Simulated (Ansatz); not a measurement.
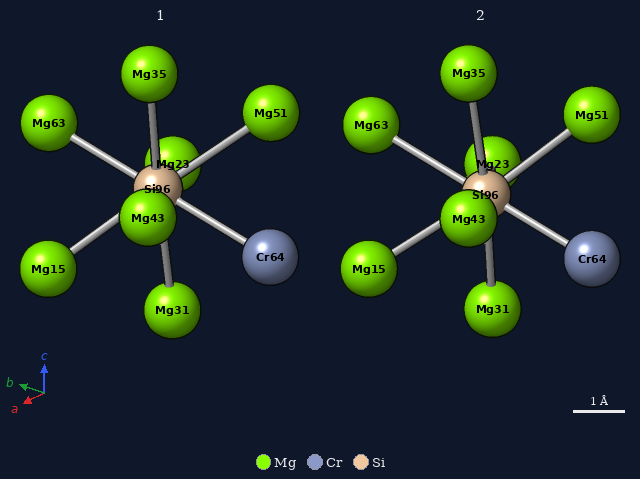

Two geometries of a defect cell of composition Mg$_{63}$CrSi$_{32}$ (cell charge +1), drawn at one scale. One is the start of a relaxation, the other its converged end. Style: ball-and-stick. Shown: the atoms within 4.2 Å of the atom that moves most (axes of the cell of the calculation (origin shifted)), from a free direction.

All numbers below come from Ansatz 0.2.0, DFT, PBEsol, PAW, plane waves. (plane-wave cutoff 420 eV; k-point mesh 1 × 1 × 1; mesh shifted by (0.25, 0.25, 0.25); collinear spin; atoms relaxed in a fixed cell; force threshold 0.03 eV/Å; at most 80 steps)

Which geometry has the lower energy?

Answer. Structure 2 is the relaxed one. The atoms of the start lie slightly off their symmetric places, so part of the fall in energy undoes that. After 3 geometry steps the energy has fallen by 0.525 eV per cell of the calculation. Largest force component: 0.69 eV/Å at the start, 0.026 eV/Å at the end. Si96 moves most: 0.21 Å roughly along [−1 −1 −1]. By element the largest moves are Si 0.21 Å, Mg 0.06 Å, Cr 0.05 Å. The lattice vectors keep their values. Some distances before and after: Cr64–Si96 2.760 → 2.600 Å, Mg63–Si96 2.669 → 2.821 Å, Mg31–Si96 2.805 → 2.687 Å, Mg35–Si96 2.676 → 2.791 Å. The run took 7 s on 1 × NVIDIA GB200 with 8 threads of Arm Neoverse-V2, peak memory 2.3 GiB.

Limits of the set-up: the cell is charged, on a uniform background, and energies carry no finite-size correction.
